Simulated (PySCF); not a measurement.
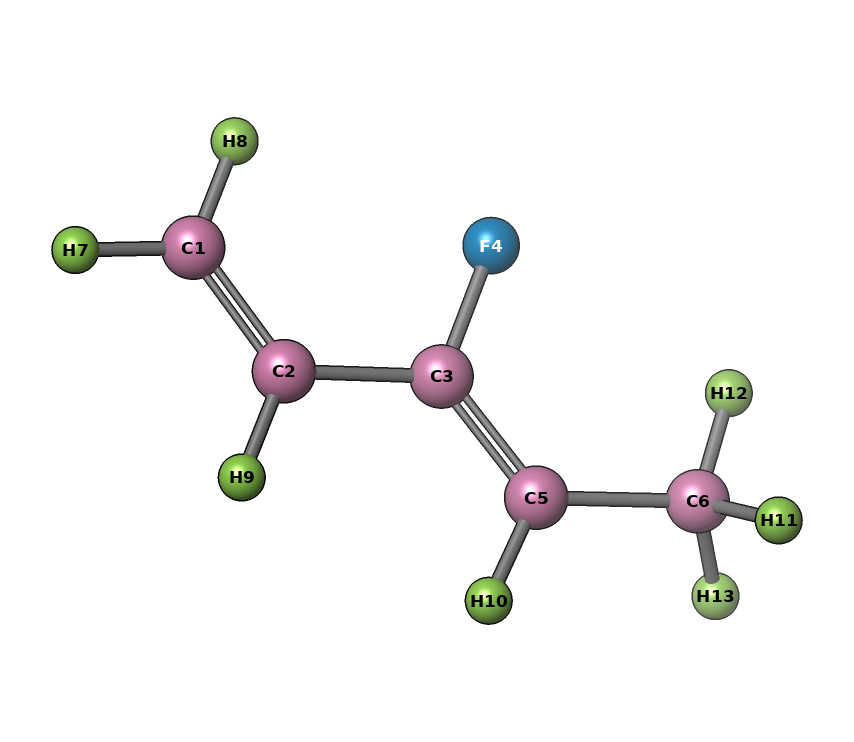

Distant atoms are faded towards the background colour. The geometry was computed by an optimisation with PBE0-D3(BJ)/def2-SVP. No frequency run is at hand to confirm it as a minimum.

**Find the stereocentres and stereogenic double bonds.**

Double bonds: C3=C5.

**What are the Cahn–Ingold–Prelog descriptors?**

C3=C5: Z.

**Give a SMILES with the stereochemistry.**

C=C/C(F)=C/C
